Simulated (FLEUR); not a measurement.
# Magnetic state of free Ni(111) film, 3 layers from several starts

Wanted: the moments of free Ni(111) film, 3 layers and the energy of each order that was tried.

Method: PBE; all-electron FLAPW film, Dirac cores, scalar-relativistic bands, in FLEUR MaX-R8.1.

**1. The structure**

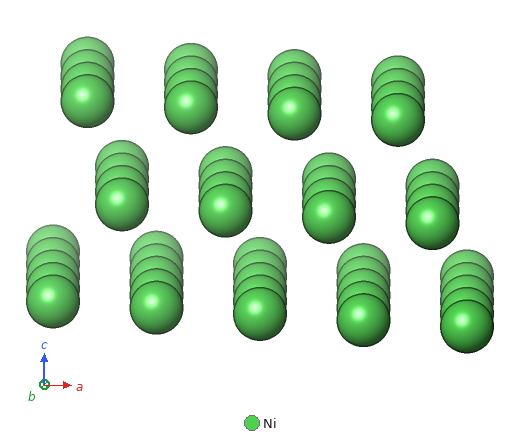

The starting structure, seen nearly edge on (nickel green). 4×4×1 cells are drawn. Some periodic images of atoms are drawn too.

The cell holds 3 atoms: 3 Ni. Cell: a = 2.492 Å, b = 2.492 Å, c = 18.069 Å, α = 90.0°, β = 90.0°, γ = 120.0°. Layers at typed spacings, unrelaxed. Vacuum lies along c.

As a file:

```cif
data_structure
_symmetry_space_group_name_H-M 'P 1'
_symmetry_Int_Tables_number 1
_cell_length_a 2.4917
_cell_length_b 2.4917
_cell_length_c 18.0690
_cell_angle_alpha 90.000
_cell_angle_beta 90.000
_cell_angle_gamma 120.000
_cell_volume 97.15
loop_
_atom_site_label
_atom_site_type_symbol
_atom_site_fract_x
_atom_site_fract_y
_atom_site_fract_z
_atom_site_occupancy
Ni1 Ni 0.00000 0.00000 0.38740 1
Ni2 Ni 0.66667 0.33333 0.50000 1
Ni3 Ni 0.33333 0.66667 0.61260 1
```

**2. Order 1, typed as ferro +++**

The parallel start is the test of whether parallel moments hold.

inpgen writes inp.xml from crystal.txt; cutoffs, mixing, functional, smearing and local orbitals are then set in the file. The k list default-1 (kpts.xml, not shown) is a Γ-centred 12×12×1 mesh; where the ranks do not divide the number of points, some are split in two of half the weight.

Contents of inp.xml:

```
<?xml version="1.0" encoding="UTF-8" standalone="no"?>
<fleurInput fleurInputVersion="0.39">
   <comment>
      Ni
   </comment>
   <calculationSetup>
      <cutoffs Kmax="3.66" Gmax="11.0" GmaxXC="11.0" numbands="0"/>
      <scfLoop itmax="120" minDistance="0.00002" maxIterBroyd="15" imix="Anderson" alpha="0.03" precondParam="0.0" spinf="2.0" sdNocoIR="T"/>
      <coreElectrons ctail="T" frcor="F" kcrel="1" coretail_lmax="0"/>
      <xcFunctional name="pbe" relativisticCorrections="F"/>
      <magnetism jspins="2"/>
      <soc l_soc="F" theta="0.0" phi="0.0" spav="F"/>
      <expertModes spex="0" secvar="F"/>
      <geometryOptimization l_f="F" forcealpha="1.0" forcemix="BFGS" epsdisp="0.00001" epsforce="0.00001"/>
      <ldaU l_linMix="F" mixParam="0.05" spinf="1.0"/>
   </calculationSetup>
   <cell>
      <bzIntegration valenceElectrons="54.0" mode="hist" fermiSmearingEnergy="0.00183747">
         <kPointListSelection listName="default-1"/>
         <xi:include xmlns:xi="http://www.w3.org/2001/XInclude" href="kpts.xml"> </xi:include>
      </bzIntegration>
      <xi:include xmlns:xi="http://www.w3.org/2001/XInclude" href="sym.xml"> </xi:include>
      <filmLattice scale="1.0" dVac="12.97" dTilda="15.47">
         <bravaisMatrixFilm>
            <row-1>    4.7086300406703598     0.0000001262337051</row-1>
            <row-2>   -2.3543151296652853     4.0777931691130949</row-2>
         </bravaisMatrixFilm>
         <vacuumEnergyParameters vacuum="1" spinUp="-.25" spinDown="-.25"/>
      </filmLattice>
   </cell>
   <atomSpecies>
      <species name="Nickel (Ni1.000" element="Ni" atomicNumber="28">
         <mtSphere radius="2.24" gridPoints="741" logIncrement="0.016"/>
         <atomicCutoffs lmax="8" lnonsphr="6"/>
         <electronConfig flipSpins="F">
            <coreConfig>(1s1/2) (2s1/2) (2p1/2) (2p3/2)</coreConfig>
            <valenceConfig>(3s1/2) (3p1/2) (3p3/2) (4s1/2) (3d3/2) (3d5/2)</valenceConfig>
            <stateOccupation state="(3d3/2)" spinUp="1.6" spinDown="1.6"/>
            <stateOccupation state="(3d5/2)" spinUp="2.9" spinDown="1.9"/>
         </electronConfig>
         <energyParameters s="4" p="4" d="3" f="4"/>
         <lo type="SCLO" l="0" n="3" eDeriv="0"/>
         <lo type="SCLO" l="1" n="3" eDeriv="0"/>
      </species>
   </atomSpecies>
   <atomGroups>
      <atomGroup species="Nickel (Ni1.000">
         <filmPos label="                   1">-1.000/6.000 1.000/6.000 -3.8446423657</filmPos>
         <filmPos label="                   3">1.000/6.000 -1.000/6.000 3.8446423657</filmPos>
         <force calculate="T" relaxXYZ="TTT"/>
      </atomGroup>
      <atomGroup species="Nickel (Ni1.000">
         <filmPos label="                   2">1.000/2.000 1.000/2.000 .0000000000</filmPos>
         <force calculate="T" relaxXYZ="TTT"/>
      </atomGroup>
   </atomGroups>
   <output dos="F" band="F" slice="F">
      <bandDOS minEnergy="-.5*Htr" maxEnergy="0.5*Htr" sigma="0.015" storeEVData="T"/>
      <plotting iplot="0" polar="F">
         <plot TwoD="T" vec1="  1.0  0.0  0.0" vec2="  0.0  1.0  0.0" vec3="  0.0  0.0  1.0" zero="  0.0  0.0 -0.5" file="plot"/>
      </plotting>
      <moessbauerParams electricFieldGradient="F" isomerShift="T" coreHyperfine="T" valenceHyperfine="T"/>
   </output>
</fleurInput>
```

Contents of crystal.txt:

```
Ni
&input film=T cartesian=F /
2.49169971213  0.00000006680  0.00000000000
-1.24584991392  2.15787521590  0.00000000000
0.00000000000  0.00000000000  1.00000000000
1.8897261246
1.0 1.0 1.0

3
28 0.00000000000  0.00000000000  -3.84464236570 : 1.000
28 0.66666666667  0.33333333333  0.00000000000 : 1.000
28 0.33333333333  0.66666666667  3.84464236570 : 1.000

&kpt div1=12 div2=12 div3=1 gamma=T /
```

On the command line:

```
$ OMP_NUM_THREADS=1 inpgen -f crystal.txt > inpgen.log  # inp.xml is then edited as shown
$ OMP_NUM_THREADS=1 mpirun -n 4 fleur_MPI > fleur.log
```

The log of the run:

```text
Welcome to FLEUR        (www.flapw.de)
      MaX-Release 8.1          (www.max-centre.eu)

 ========== k-point set info ==========
 Selected k-point list: default-1
 k-point list type: mesh
 0 x 0 x 0
 Number of k points: 20

 ------------Calculation Setup---------------------------
 Number of MPI-tasks      :            4
 Number of PE/node        :            4
 Number of OMP-threads    :            1
 k-points in parallel     :            4
 pe's per k-point         :            1
 No of k-point loops      :            5
 Eigenvalue solver        :       lapack
 Number of basis functions:          273
 Approximate size of matrices (H+S) per k-point:         0.001 GB
 --------------------------------------------------------
 [... lines of the core solver left out ...]
 Iteration:     1   Distance:      24.34028690 me/bohr^3
 [... lines of the core solver left out ...]
 Iteration:     2   Distance:      15.18787939 me/bohr^3
 [... lines of the core solver left out ...]
 Iteration:     3   Distance:      16.29176088 me/bohr^3
 [... lines of the core solver left out ...]
 Iteration:     4   Distance:      15.68015828 me/bohr^3
 [... lines of the core solver left out ...]
 Iteration:     5   Distance:       8.65460157 me/bohr^3
 [... lines of the core solver left out ...]
 Iteration:     6   Distance:      14.36517092 me/bohr^3
 [... lines of the core solver left out ...]
 Iteration:     7   Distance:       6.00712191 me/bohr^3
 [... lines of the core solver left out ...]
[... rest left out ...]

--- out.xml (last complete iteration) ---
<iteration numberForCurrentRun="   38" overallNumber="   38">
         <energyParameters units="Htr">
            <atomicEP atomType="1" spin="1" branch="4s" branchLowest="-3.98" branchHighest="1.28" value="-0.3047669739"/>
            <atomicEP atomType="1" spin="1" branch="4p" branchLowest="-2.52" branchHighest="1.90" value="-0.1605158306"/>
            <atomicEP atomType="1" spin="1" branch="3d" branchLowest="-9.99" branchHighest="-0.15" value="-0.2545059130"/>
            <atomicEP atomType="1" spin="1" branch="4f" branchLowest="-9.99" branchHighest="3.25" value="0.1619028764"/>
            <loAtomicEP atomType="1" spin="1" branch="3s" branchLowest="-35.97" branchHighest="-3.98" value="-3.9864458777"/>
            <loAtomicEP atomType="1" spin="1" branch="3p" branchLowest="-30.92" branchHighest="-2.52" value="-2.5312453867"/>
            <atomicEP atomType="2" spin="1" branch="4s" branchLowest="-3.99" branchHighest="1.27" value="-0.3272922846"/>
            <atomicEP atomType="2" spin="1" branch="4p" branchLowest="-2.53" branchHighest="1.89" value="-0.1849710711"/>
            <atomicEP atomType="2" spin="1" branch="3d" branchLowest="-9.99" branchHighest="-0.16" value="-0.2673066765"/>
            <atomicEP atomType="2" spin="1" branch="4f" branchLowest="-9.99" branchHighest="3.24" value="0.1362583188"/>
            <loAtomicEP atomType="2" spin="1" branch="3s" branchLowest="-35.98" branchHighest="-3.99" value="-3.9983297865"/>
            <loAtomicEP atomType="2" spin="1" branch="3p" branchLowest="-30.94" branchHighest="-2.53" value="-2.5429037126"/>
            <vacuumEP vacuum="1" spin="1" vzIR="-0.2592316163" vzInf="0.0000000000" value="-0.2500000000"/>
            <atomicEP atomType="1" spin="2" branch="4s" branchLowest="-3.95" branchHighest="1.30" value="-0.3076103177"/>
            <atomicEP atomType="1" spin="2" branch="4p" branchLowest="-2.48" branchHighest="1.91" value="-0.1656180434"/>
            <atomicEP atomType="1" spin="2" branch="3d" branchLowest="-9.99" branchHighest="-0.11" value="-0.2292443562"/>
            <atomicEP atomType="1" spin="2" branch="4f" branchLowest="-9.99" branchHighest="3.27" value="0.1553020376"/>
            <loAtomicEP atomType="1" spin="2" branch="3s" branchLowest="-35.95" branchHighest="-3.95" value="-3.9526901747"/>
            <loAtomicEP atomType="1" spin="2" branch="3p" branchLowest="-30.91" branchHighest="-2.48" value="-2.4983667665"/>
            <atomicEP atomType="2" spin="2" branch="4s" branchLowest="-3.96" branchHighest="1.29" value="-0.3332486361"/>
            <atomicEP atomType="2" spin="2" branch="4p" branchLowest="-2.49" branchHighest="1.91" value="-0.1936069644"/>
            <atomicEP atomType="2" spin="2" branch="3d" branchLowest="-9.99" branchHighest="-0.12" value="-0.2409068602"/>
            <atomicEP atomType="2" spin="2" branch="4f" branchLowest="-9.99" branchHighest="3.26" value="0.1258397430"/>
            <loAtomicEP atomType="2" spin="2" branch="3s" branchLowest="-35.96" branchHighest="-3.96" value="-3.9617193966"/>
            <loAtomicEP atomType="2" spin="2" branch="3p" branchLowest="-30.92" branchHighest="-2.49" value="-2.5072747242"/>
            <vacuumEP vacuum="1" spin="2" vzIR="-0.2599044007" vzInf="0.0000000000" value="-0.2500000000"/>
         </energyParameters>
         <bandgap value="0.0000000000" units="eV"/>
         <sumValenceSingleParticleEnergies value="-76.9721356641" units="Htr"/>
         <FermiEnergy value="-0.1832473594" units="Htr"/>
         <valenceDensity>
            <mtCharges spin="1">
               <mtCharge atomType="1" total="8.8127951" s="1.2029114" p="3.1327544" d="4.4660437" f="0.0084045"/>
               <mtCharge atomType="2" total="8.8823331" s="1.2010551" p="3.1739887" d="4.4920481" f="0.0116678"/>
            </mtCharges>
            <mtCharges spin="2">
               <mtCharge atomType="1" total="8.0688238" s="1.2035602" p="3.1479155" d="3.7059488" f="0.0087665"/>
               <mtCharge atomType="2" total="8.0890892" s="1.2042457" p="3.1910584" d="3.6775485" f="0.0127044"/>
            </mtCharges>
            <spinDependentCharge spin="1" total="28.0918015" interstitial="1.4921323" mtSpheres="26.5079232" vacuum1="0.0458730"/>
            <spinDependentCharge spin="2" total="25.9081987" interstitial="1.5861888" mtSpheres="24.2267368" vacuum1="0.0476365"/>
            <totalCharge value="54.0000002425"/>
         </valenceDensity>
         <allElectronCharges>
            <spinDependentCharge spin="1" total="43.0918070" interstitial="1.4921323" mtSpheres="41.5079287" vacuum1="0.0458730"/>
            <spinDependentCharge spin="2" total="40.9081933" interstitial="1.5861888" mtSpheres="39.2267314" vacuum1="0.0476365"/>
            <totalCharge value="84.0000002436"/>
         </allElectronCharges>
         <magneticMomentsInMTSpheres units="muBohr">
            <globalMagMoment atomType="1" vec="0.00000   0.00000   0.74397"/>
            <localMagMoment atomType="1" vec="0.00000   0.00000   0.74397"/>
            <globalMagMoment atomType="2" vec="0.00000   0.00000   0.79325"/>
            <localMagMoment atomType="2" vec="0.00000   0.00000   0.79325"/>
         </magneticMomentsInMTSpheres>
         <moessbauerParams unitsHFF="kG" unitsIS="e/bohr^3" unitsEFG="Htr/bohr^2">
            <coreHyperfineField atomType="1" hffTotal="-230.45383" isTotal="19433.96792">
               <shell n="1" l="0" hff="-2.75426" isomerShift="17717.06688"/>
               <shell n="2" l="0" hff="-228.48536" isomerShift="1705.83805"/>
               <shell n="2" l="1" hff="0.78579" isomerShift="11.06299"/>
            </coreHyperfineField>
            <coreHyperfineField atomType="2" hffTotal="-251.06507" isTotal="19433.89084">
               <shell n="1" l="0" hff="-3.13617" isomerShift="17717.02523"/>
               <shell n="2" l="0" hff="-248.78459" isomerShift="1705.80315"/>
               <shell n="2" l="1" hff="0.85569" isomerShift="11.06246"/>
            </coreHyperfineField>
            <isomerShift atomType="1" nucleusRadius="0.0000918" averageDensity="19691.64527"/>
            <isomerShift atomType="2" nucleusRadius="0.0000918" averageDensity="19691.50312"/>
         </moessbauerParams>
         <totalEnergy value="    -4562.4440351733" units="Htr">
            <sumOfEigenvalues value="    -2659.1743173096">
               <coreElectrons value="-2582.2021816455"/>
               <valenceElectrons value="-76.9721356641"/>
            </sumOfEigenvalues>
            <densityCoulombPotentialIntegral value="-7046.4959433265"/>
            <densityEffectivePotentialIntegral value="-7294.2454654373"/>
            <chargeDenXCDenIntegral value="-190.7182848774"/>
            <FockExchangeEnergyValence value="0.0000000000"/>
            <FockExchangeEnergyCore value="0.0000000000"/>
            <atomTypeDependentContributions atomType="1">
               <electronNucleiInteractionDifferentMTs value="3647.0666238103"/>
               <MadelungTerm value="-8.7111791557"/>
            </atomTypeDependentContributions>
            <atomTypeDependentContributions atomType="2">
               <electronNucleiInteractionDifferentMTs value="1824.1258204450"/>
               <MadelungTerm value="-3.6453033493"/>
            </atomTypeDependentContributions>
            <tkbTimesEntropy value="0.0016565001"/>
            <freeEnergy value="-4562.4456916734"/>
            <extrapolationTo0K value="-4562.4448634234"/>
         </totalEnergy>
         <densityConvergence units="me/bohr^3">
            <chargeDensity spin="1" distance="0.0000040816"/>
            <chargeDensity spin="2" distance="0.0000060479"/>
            <overallChargeDensity distance="0.0000070193"/>
            <spinDensity distance="0.0000075633"/>
         </densityConvergence>
      </iteration>
```

Elapsed: 33 s, on 4 MPI ranks of Arm Neoverse V1, shared host; peak memory 0.25 GiB.

Spin moment in the muffin-tin sphere by atom:

```tsv
atom	spin moment in the muffin-tin sphere (μB)
Ni1	0.744
Ni2	0.793
Ni3	0.744
```

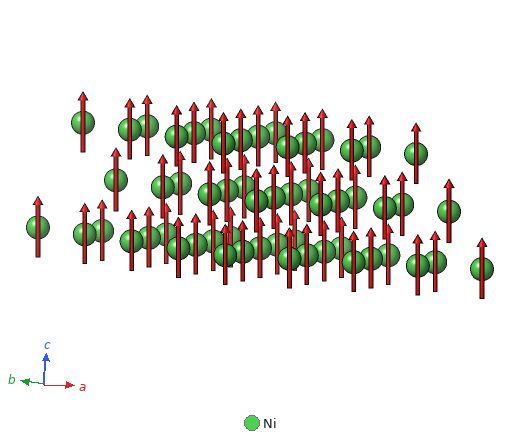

Spin moment in the muffin-tin sphere as arrows, the longest 0.793 μB. Up and down stand for the sign. Arrows give size and sign along the axis of quantisation, drawn up and down the page. 4×4×1 cells are drawn. Some periodic images of atoms are drawn too.

This step gave:

- free energy: -124150.4719 eV
- program's band gap on this mesh (in a metal only a level spacing): 0 eV
- magnetization: 2.184 μB
- final state: ferromagnetic

After 38 cycles the largest moment stands at 0.793 μB.

[end of part 1 of 3]

[Logs and program files are shortened in this print: banners, set-up blocks, solver, clock and traceback lines can be left out without a mark of their own.]

[Logs are printed without paths, hosts, clocks, repeated set-up lines and the standing remarks that a program may print on its own settings, such as how far it seeks lower states.]

[Hosts, paths, dates, database ids (printed as entryN), source tags and the programs' standing remarks are cut or masked in the printed files.]

[Where a cell is said to come from a database of computed structures, the database is the Materials Project.]
